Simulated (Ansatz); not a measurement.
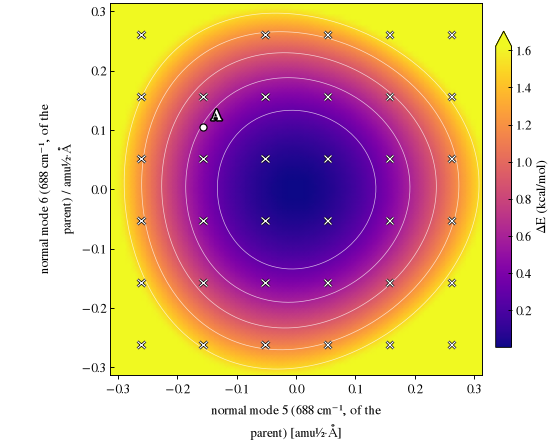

H6NSn, spin multiplicity 2. 
- First axis: normal mode 5 (688 cm⁻¹, of the parent). Second axis: normal mode 6 (688 cm⁻¹, of the parent).
- Nothing is relaxed (straight displacements along the two mass-weighted modes).
- The scan uses a 13 × 13 grid. At 35 points there is no value.
- Points are written as (first, second).
- All energies are given in kcal/mol relative to the lowest grid point.
- Near the degeneracy a single determinant is a rough description.
- Method: UKS PBE0-D4/def2-TZVP (Ansatz).

The picture shows a smooth colour map with a few white contour lines, crosses at grid points without a value, one colour for all values above the top of the scale, the point A. Between grid points the surface is interpolated.

Is A at rest? If not, where is it pushed?

A, at (−0.157 amu½·Å, 0.104 amu½·Å), is not a stationary point. The computed force is 5.3 kcal/mol for each amu½·Å towards larger values of the first coordinate and 3.1 kcal/mol for each amu½·Å towards smaller values of the second coordinate.
